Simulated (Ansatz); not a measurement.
# Quasi-harmonic thermodynamics of BeGe (hypothetical, P4/mmm), part 3 of 3

Aim: the lattice, expansion, heat capacity and bulk modulus of BeGe (hypothetical) as it warms. The crystal structure is hypothetical: it was made by swapping elements on a known structure type.

Ansatz 0.2.0; DFT PBEsol, scalar-relativistic, plane waves, PAW.

So far. Step 2 (A first coarse run): The start is under 18 GPa at this level and looks like a metal on this mesh. Step 5 (Relaxing to small residual forces and stress): The residual pressure is -0.0017 GPa, small enough for phonons. The relaxed cell has a = 2.763, c = 3.484 Å (conventional setting).

## Step 9: Phonons of the refused cell

The study refused this cell, so its phonons are run alone to see which modes are imaginary.

The input, input.yaml:

```yaml
crystal:
  lattice:
    - [2.7631873461, 0.0, 0.0]
    - [0.0, 2.7631873461, 0.0]
    - [0.0, 0.0, 3.4839937036]
  atoms:
    - { symbol: Be, position: [0.0, 0.0, 0.0] }
    - { symbol: Ge, position: [0.5, 0.5, 0.5] }
kpoints:
  mp_grid: { grid: [16, 16, 12] }
hamiltonian:
  xc: pbesol
scf:
  occupations: { method: methfessel_paxton, width: 0.15 }
output:
  eigenvalues: true
phonons:
  method: dfpt
  qmesh: [4, 4, 4]
  temperatures: { t_max: 1000, t_step: 50 }
  qpath:
    path:
      - [[0.0, 0.0, 0.0], [0.0, 0.5, 0.0], [0.5, 0.5, 0.0], [0.0, 0.0, 0.0], [0.0, 0.0, 0.5], [0.0, 0.5, 0.5], [0.5, 0.5, 0.5], [0.0, 0.0, 0.5]]
      - [[0.0, 0.5, 0.0], [0.0, 0.5, 0.5]]
      - [[0.5, 0.5, 0.0], [0.5, 0.5, 0.5]]
    npoints: 10
```

Launch:

```bash
$ ansatz run input.yaml --threads 4 --pin off --max-ram 8192MiB --backend cpu --events-out ev --progress --plain --runs-dir out
```

Numbers of over 12 decimals in the logs are rounded to 6 here.

Output:

```text
[...]
Crystal: 2 atoms, lattice volume = 26.601 Å³
Basis set: ecut = 420 eV, 535 PW (Γ), exchange–correlation on 40×40×48 points (8 copies of the dense FFT grid, shifted against one another)
Bands: 12, of which v1, the nominal top of the filled ones, is band 8 counted from 1 (7 counted from 0)
Symmetry: 16 space group operations
k-points: 315 of 3072
[...]
SCF iter   1: F=—  HF=-4342.912443 eV  |F-HF|=—  |Δ(HF+E_count)|=         —  Δρ=2.23e-3  dr2=1.10e-3  ethr=1.77e-3  ⟨swp⟩=5.2  Hψ=48486  notcnv=0  defer=56
[...]
SCF iter   8: F=-4342.911861 eV  HF=-4342.911861 eV  |F-HF|=1.82e-12  |Δ(HF+E_count)|=  1.06e-10  S|Δr|=    0.00e0  Δρ=6.63e-8  dr2=9.67e-13  ethr=1.00e-12  ⟨swp⟩=7.9  Hψ=21729  notcnv=0
SCF 1 converged in 8 iterations: F = -4342.911861 eV  dr2 = 9.67e-13
[...]
SCF iter   3: F=-4342.911861 eV  HF=-4342.911861 eV  |F-HF|=7.28e-12  |Δ(HF+E_count)|=  1.64e-11  S|Δr|=    0.00e0  Δρ=1.11e-7  dr2=1.58e-12  ethr=1.00e-12  ⟨swp⟩=1.3  Hψ=9160  notcnv=0
SCF 2 converged in 3 iterations: F = -4342.911861 eV  dr2 = 1.58e-12
phonons: the bands overlap, so this run is a metal and interpolates without the dipole-dipole term. If the crystal is really an insulator or semiconductor, its LO-TO splitting is missing
NSCF: frozen V_eff on 315 k-points
[...]
DFPT response loops at q = (0, 0, 0) (fractional): preconditioner auto → Kerker (q_TF=auto, 2.507 Å⁻¹) (partly filled bands, converged f_vac=0.000); β = 1.00, the filter's whole step (`scf.mixing.beta` (0.50) is not read by the response loops under this deck's `scf.mixing.preconditioner`; to damp them name `kerker` or `kerker_dos`, under which they read `scf.mixing.beta`, and type it under 1.00, their step now; both keys bind the ground state too); Broyden in place of MSR1
[...]
SCF converged after 8 iterations
[...]
Free energy (F): -4342.911861 eV
[...]
Internal energy: -4342.912461 eV  (E = F + TS)
E sigma→0 (E₀):  -4342.912011 eV
Entropy (-TS):   0.000601 eV (0.300 meV/atom)
Fermi energy:    10.629277 eV
[...]
--- Band table (eV; the first three rows and the last of 315) ---
  k-point 0: bands = [... 4 lower, -13.9824, -2.7614, 8.1018, 11.7451, 14.2906, 14.2906, 18.6252, 19.7887, ... 4 higher]
  k-point 1: bands = [... 4 lower, -13.9828, -2.6943, 7.3796, 12.6081, 14.3763, 14.3763, 18.7029, 19.8240, ... 4 higher]
  k-point 2: bands = [... 4 lower, -13.9840, -2.4973, 6.0582, 14.3363, 14.6328, 14.6328, 18.9355, 19.9467, ... 4 higher]
  k-point 314: bands = [... 4 lower, -13.9140, 7.1765, 8.4786, 8.4786, 10.3740, 10.3740, 10.5564, 10.9731, ... 4 higher]
--- Phonons (Γ-DFPT): 4 representative perturbations + reference (Σ response iterations 14) ---
  ASR residual: 4.149e-5 → 0.000e0 eV/Å²; symmetrization residual: 3.679e-7 eV/Å²
  ASR residual per site (eV/Å²): 4.15e-5 3.04e-5
  Γ frequencies (cm⁻¹): 0.00 0.00 0.00 79.23 79.23 310.76
--- Phonons (arbitrary-q DFPT): 18 irreducible q on the 4×4×4 mesh ---
  q = [0.0000, 0.0000, 0.0000] (star 1, of the zone-centre solve; hermiticity 2.58e-7, symmetrization 1.44e-12): -0.00 -0.00 0.00 79.23 79.23 310.76
  q = [0.0000, 0.0000, 0.2500] (star 2, 4 solved perturbations in 3024 linear systems a pass and spin channel, the states on 972 of 3072 k-point pairs; hermiticity 2.35e-7, symmetrization 1.37e-13): -26.33 -26.33 59.02 59.02 113.00 336.75
[...]
q = [0.0000, 0.2500, 0.0000] (star 4, 6 solved perturbations on 1008 of 3072 k-point pairs; hermiticity 1.13e-7, symmetrization 8.30e-14): -18.79 -11.79 112.62 134.94 152.57 315.42
[...]
sum rule: each row above includes the acoustic sum rule's correction from the zone centre's row sums; it moved no ω² by more than (1.12 cm⁻¹)²
  mesh force constants: q→R imaginary residual 2.64e-18; ASR residual 4.149e-5 → 0.000e0 eV/Å²; symmetrization residual 1.110e-15 eV/Å²
  interpolated dispersion: 93 rows × 6 modes
  density of states and harmonic sums: on the 24×24×20 q-mesh, interpolated from the force constants of a 4×4×4 supercell (no non-analytic term)
  largest difference from the sums on the solved wave vectors: F 4.44e-2 eV, S 5.83e-5 and C_V 1.47e-5 eV/K
  zero-point energy: 0.046962 eV/cell   skipped modes (ω ≤ 0): 1308, of them read as no rigid motion or as one in doubt: 1305 (1.260e0 modes/cell left out, lowest -172.22 cm⁻¹)   left out of the sums: 2.10e-1 of the cell's modes: C_V's classical limit lies that fraction below 3 k_B per atom; for a crystal, a wire or a layer, F and S can be off by more, and a phonons.interpolated_qmesh denser along its periods is the remedy for the sampling
```

It took 7 min on 4 threads of Arm Neoverse V2, shared host; peak memory 2.8 GiB; 27 min of CPU time.

Numbers from this step:

```yaml
gamma_frequencies: 0, 0, 0, 79.23, 79.23, 310.8 cm⁻¹ (negative: imaginary)
lowest_frequency_on_the_path: -172.8 cm⁻¹
point_group: 4/mmm
highest_frequency: 337.6 cm⁻¹
```

No LO-TO term. The phonon branches at the labelled points (cm⁻¹):

```tsv
point	branch 1	branch 2	branch 3	branch 4	branch 5	branch 6
Γ	0	0	0	79	79	311
X	59	103	111	179	188	305
M	-164	-164	70	200	200	223
Γ	0	0	0	79	79	311
Z	-97	-97	-74	-74	132	278
R	-126	-83	-54	145	218	256
A	52	52	90	151	151	327
Z	-97	-97	-74	-74	132	278
jump to X	59	103	111	179	188	305
R	-126	-83	-54	145	218	256
jump to M	-164	-164	70	200	200	223
A	52	52	90	151	151	327
```

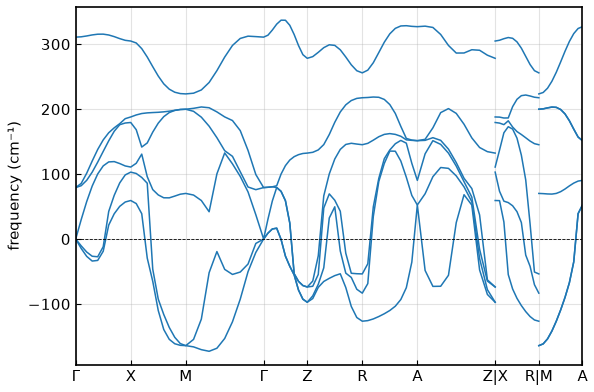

Phonon branches along the path.

The phonon density of states has structure finer than the step of the table below, so its rows give means over 25 cm⁻¹, whole bins alone (the curve runs from -172 to 338 cm⁻¹). Peaks (cm⁻¹: height): -107.5: 0.0131, 82.5: 0.0226, 187.5: 0.0306, 302.5: 0.0321.

Tetrahedra on 24 24 20, mean over bins of 5 cm⁻¹. The phonon density of states by wavenumber; means over each step:

```tsv
wavenumber (cm⁻¹)	phonon density of states (1/cm⁻¹/cell)
-150	0.00328
-125	0.00532
-100	0.0119
-75	0.00964
-50	0.00929
-25	0.00782
0	0.00488
25	0.00637
50	0.0141
75	0.0208
100	0.0218
125	0.0176
150	0.0224
175	0.0256
200	0.0168
225	0.00255
250	0.00237
275	0.00648
300	0.0247
325	0.00564
```

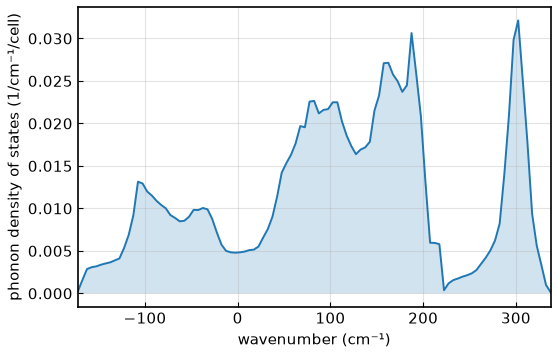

Phonon density of states, plotted against wavenumber.

No LO-TO term. The modes at Γ (shares of kinetic energy by element, %):

```tsv
mode	frequency (cm⁻¹)	symmetry	Be %	Ge %
1	0.0	-	11	89
2	0.0	-	11	89
3	0.0	-	11	89
4	79.2	Eu	89	11
5	79.2	Eu	89	11
6	310.8	A2u	89	11
```

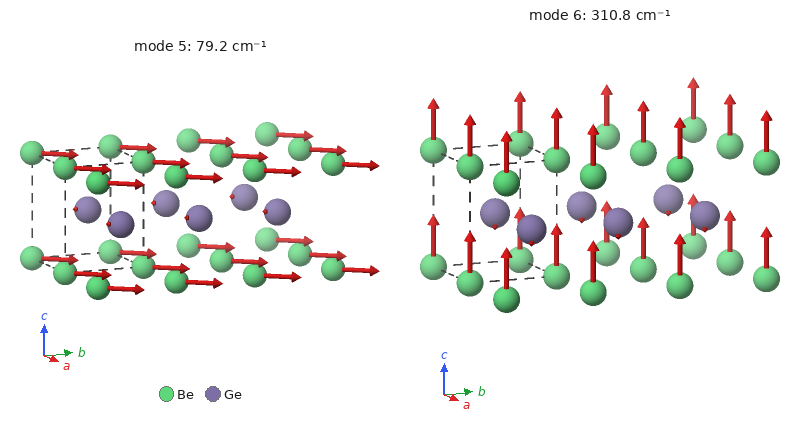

Displacement patterns of modes 5 and 6 at Γ; arrows are exaggerated. 2×3×1 cells are drawn. Some periodic images of atoms are drawn too.

Lowest modes at the softest wavevector of the mesh; phase exp(i q.(R + tau)). Modes at q = (0.500, 0.500, 0.000), with each element's share of the kinetic energy (negative means imaginary):

```tsv
mode	frequency (cm⁻¹)	Be %	Ge %
1	-164.1	77	23
2	-164.1	77	23
3	70.2	0	100
4	199.8	23	77
5	199.8	23	77
6	223.4	100	0
```

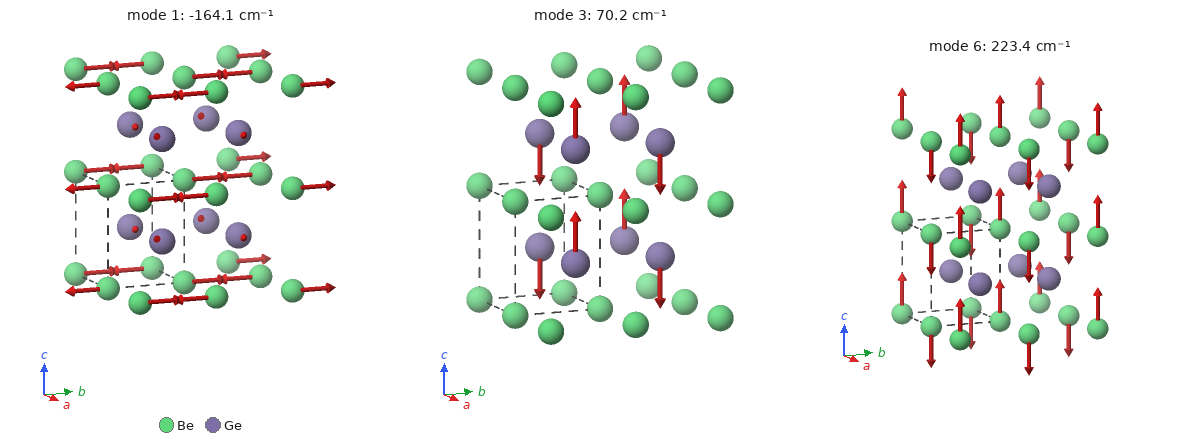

Displacement patterns of modes 1, 3 and 6 at q = (0.500, 0.500, 0.000); arrows are exaggerated. 2×2×2 cells are drawn. Some periodic images of atoms are drawn too.

The modes has structure finer than the step of the table below, so its rows give means over 25 cm⁻¹, whole bins alone (the curve runs from -182 to 358 cm⁻¹). Peaks (cm⁻¹: height): Be -104.1: 0.00785, 89.4: 0.0122, 184.5: 0.0121, 300.0: 0.0278; Ge -39.6: 0.00753, 96.2: 0.0144, 157.4: 0.0164, 187.9: 0.0159.

Phonopy on the run's constants, 21x21x17 mesh, Gaussian sigma 3.9 cm⁻¹. The modes by wavenumber; means over each step; values in 1/cm⁻¹/cell:

```tsv
wavenumber (cm⁻¹)	Be	Ge
-150	0.00268	5.7e-4
-125	0.00390	0.00161
-100	0.00675	0.00517
-75	0.00571	0.00466
-50	0.00357	0.00561
-25	0.00235	0.00587
0	5.7e-4	0.00168
25	0.00205	0.00453
50	0.00464	0.0105
75	0.00765	0.0125
100	0.00866	0.0135
125	0.00571	0.0122
150	0.00738	0.0149
175	0.0116	0.0141
200	0.00709	0.00965
225	0.00197	7.9e-4
250	0.00238	4.8e-5
275	0.00637	4.0e-4
300	0.0225	0.00131
325	0.00587	3.3e-4
```

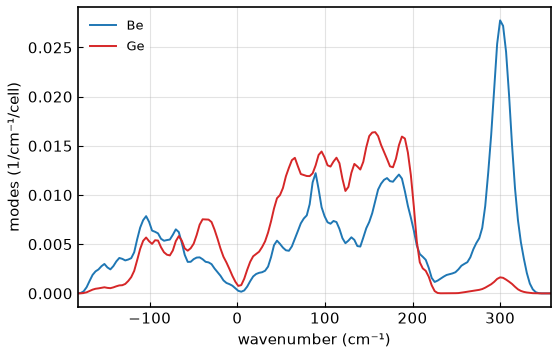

Modes, plotted against wavenumber.

The lowest solved frequency is -164 cm⁻¹, so the cell is unstable here and gives no valid free energy.

## Step 10: Outcome

```
lowest frequency at the solved wavevectors : -164 cm⁻¹
```

**Reading.** With imaginary harmonic modes at the relaxed cell the quasi-harmonic free energy is undefined, so no expansion is obtained for this phase at this level. The softest solved mode is 164i cm⁻¹ at q = (-0.5, -0.5, 0), and 14 of 18 solved wavevectors carry a mode beyond 8i cm⁻¹. In a metal soft modes also hang on the k-mesh and the smearing, which were not converged here. The PAW files were made for PBE and are used here under another functional, for which the program regenerates the frozen cores.

[Logs are printed without paths, hosts, clocks, repeated set-up lines and the standing remarks that a program may print on its own settings, such as how far it seeks lower states.]

[Hosts, paths, dates, database ids (printed as entryN), source tags and the programs' standing remarks are cut or masked in the printed files.]

[A step with changed settings may run another functional than the one named; its input shows which.]

[Pressures of single members of a volume series are the stress at the run's cutoff; with an incomplete basis they can lie off −dE/dV of the same runs, and they are not shown converged.]
